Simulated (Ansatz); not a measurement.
Relaxed Ga (space group Cmce):

```
CELL_PARAMETERS angstrom
      4.42551    -7.48536     0.00000
      2.21276     3.74268     0.00000
      0.00000     0.00000     4.43541
ATOMIC_POSITIONS crystal
  Ga 0.07802 0.84397 0.91522
  Ga 0.57802 0.84397 0.91522
  Ga 0.42198 0.15603 0.08478
  Ga 0.92198 0.15603 0.08478
  Ga 0.17198 0.65603 0.41522
  Ga 0.67198 0.65603 0.41522
  Ga 0.32802 0.34397 0.58478
  Ga 0.82802 0.34397 0.58478
```

A phonon eigenvector at S = (0.5, 0.0, 0.0) is frozen into this cell: atom i moves by Q times the vector below, so Q is the largest atomic displacement, in Å. The cell is held. It is one choice among 2 degenerate patterns. (q is in reciprocal vectors of the primitive cell; the cell shown is doubled to hold the pattern.)

```json
[
 {"atom": "Ga1", "x": "0.321", "y": "-0.077", "z": "0.009"},
 {"atom": "Ga2", "x": "-0.321", "y": "0.077", "z": "-0.009"},
 {"atom": "Ga3", "x": "0.693", "y": "-0.274", "z": "-0.043"},
 {"atom": "Ga4", "x": "-0.693", "y": "0.274", "z": "0.043"},
 {"atom": "Ga5", "x": "0.641", "y": "-0.362", "z": "0.101"},
 {"atom": "Ga6", "x": "-0.641", "y": "0.362", "z": "-0.101"},
 {"atom": "Ga7", "x": "0.888", "y": "-0.447", "z": "0.109"},
 {"atom": "Ga8", "x": "-0.888", "y": "0.447", "z": "-0.109"}
]
```

Level of theory: LDA (plane waves to 420 eV, PAW, scalar-relativistic; Ansatz, a quantum-chemistry and plane-wave program). k mesh 6×12×11 (Γ-centred), Fermi-Dirac smearing 0.05 eV. The energy includes the smearing's −TS. With partly filled bands, energies and forces of such displacements shift with the k mesh and the smearing. Ga was relaxed with its symmetry unable to fall. The zero of ΔE is the undisplaced structure.

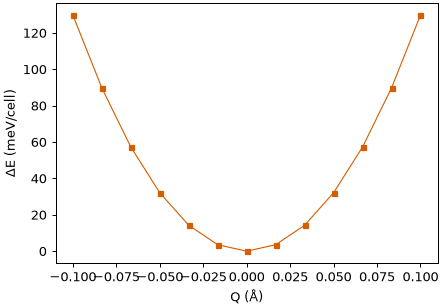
ΔE (meV/cell) against Q (Å); computed points joined by lines.

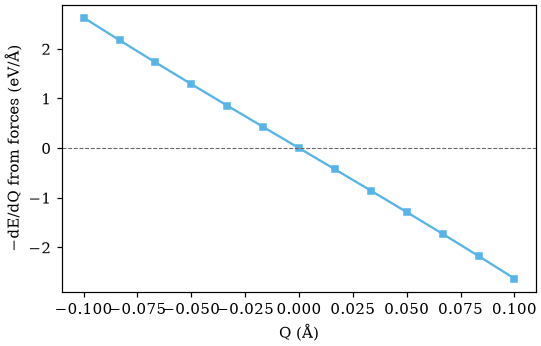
Figure. −dE/dQ from forces (eV/Å) against Q (Å); one marker a computed point.

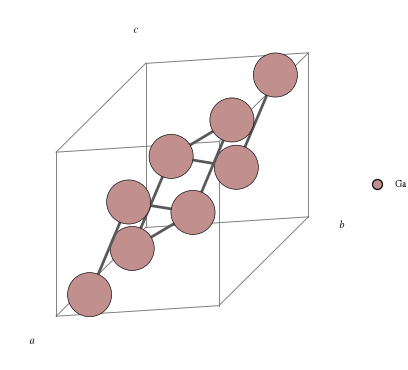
Figure. The cell of the calculation at Q = -0.100 Å.

The energy at Q = 0.100 Å is 130 meV/cell. Wavenumber by perturbation theory (DFPT, on another k mesh): 150 cm⁻¹. Symmetry of the curve: even: the same for both signs. Shape of the curve: a single well with its minimum at or next to zero displacement. Space group of the distorted cell: P1 (No. 1), lowered from Cmce.

(For displaced atoms, the force is minus the slope of the energy, and its curvature is a force constant, which sets phonon frequencies.)
